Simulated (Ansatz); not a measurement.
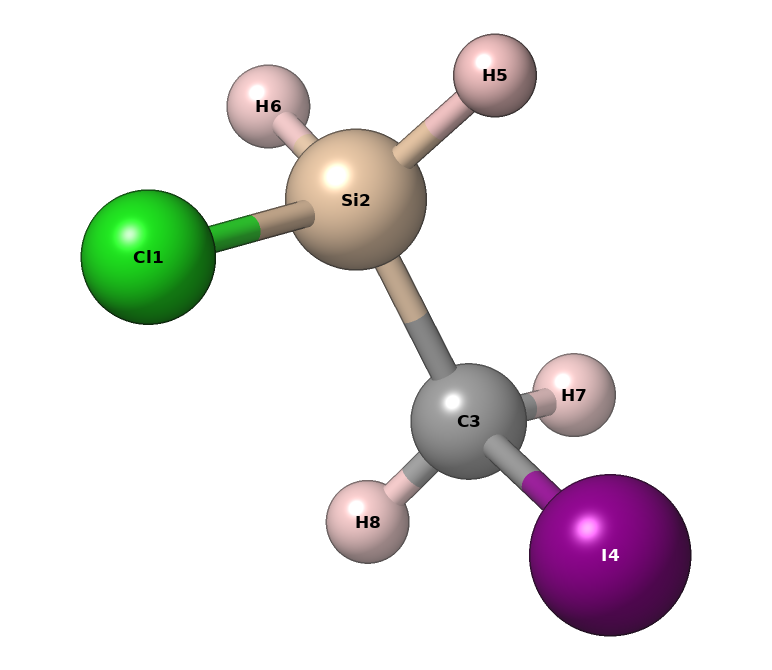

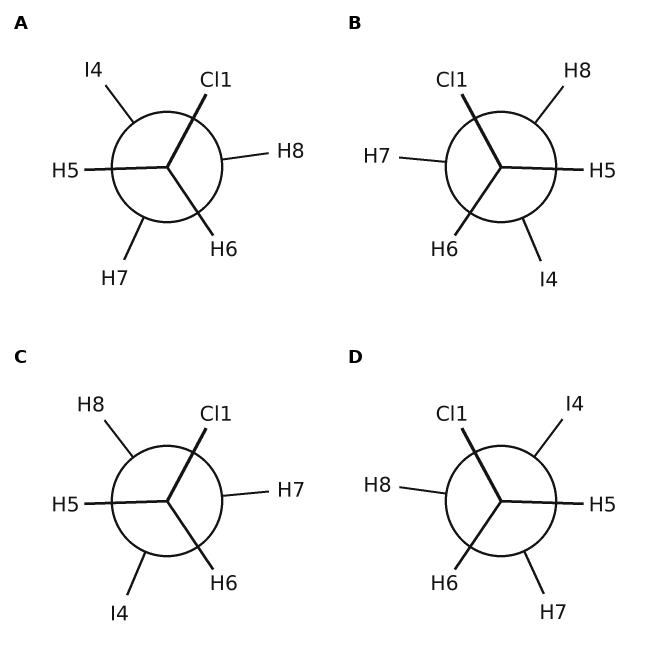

Depth is shown by fading: the farther an atom, the more it takes the colour of the background. Bonds that would overlap in a projection are set slightly apart. Computed geometry: PBE0-D4/def2-TZVP optimisation. No frequency run is at hand to confirm it as a minimum.

**Which Newman projection shows the view along Si2–C3, with Si2 in front?**

A. The torsion angle Cl1–Si2–C3–I4 is −65°, synclinal (gauche).
